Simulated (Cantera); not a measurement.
Charge: 1 mol HMDSO, 1.1 mol H2O, 2.5 mol N2O, equilibrated at 0.0320 bar.

Equilibrium computed with Cantera from the NASA thermochemical tables; the gas is ideal and each condensed phase is pure. Candidate condensed phases: C, C6H6, C7H8, C8H18, H2O, Si, SiC, SiO2, Si2N2O, Si3N4; 151 gas species. The feed counts by its element totals alone. Mutual solubility and eutectic melting of coexisting phases are not modelled. The tables hold silica as quartz up to 1696 K and as liquid above; real silica turns to tridymite and cristobalite and melts near 1996 K. Rates play no part.

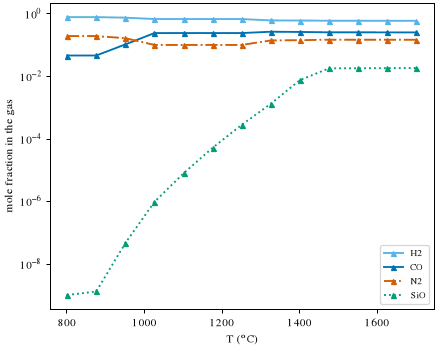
Equilibrium gas composition (values under 1e-9 drawn at 1e-9)

Read off the mole fractions at 1252 °C.

H2 about 0.66, CO about 0.24, N2 about 0.099, SiO about 0.00028.
